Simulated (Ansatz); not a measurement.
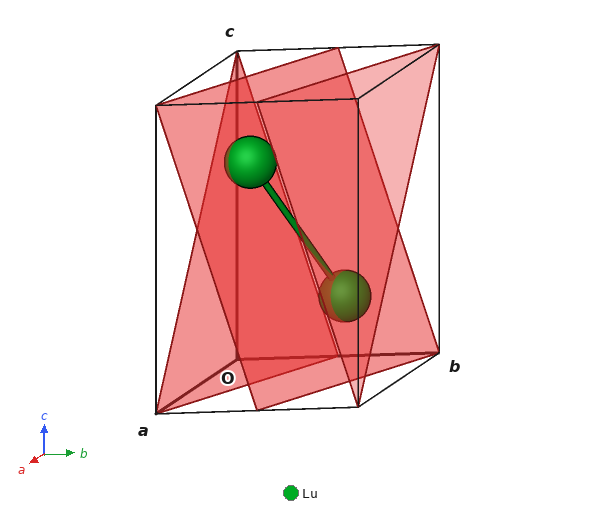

Every member of one family of equally spaced planes, hx + ky + lz = a whole number, that cuts the unit cell is shaded (one member passes through the origin O, touching the cell only at an edge or corner). Crystal: Lu, a calculation's input that goes back to an entry of the Crystallography Open Database (an earlier step may have relaxed or displaced it). Geometry calculated from the standardised cell; symmetry tolerance 0.002 Å.

a = 3.503 Å, b = 3.503 Å, c = 5.551 Å, α = 90.00°, β = 90.00°, γ = 120.00°.

Which (hkl) family is drawn?

(1 2 1), in four indices (1 2 −3 1); the opposite sign names the same planes. The member next to the origin meets the axes a at 1, b at 1/2, c at 1.

What is the spacing?

d = 1.123 Å.

Which atoms of the cell lie in these planes (within 0.03 Å)?

No atom.
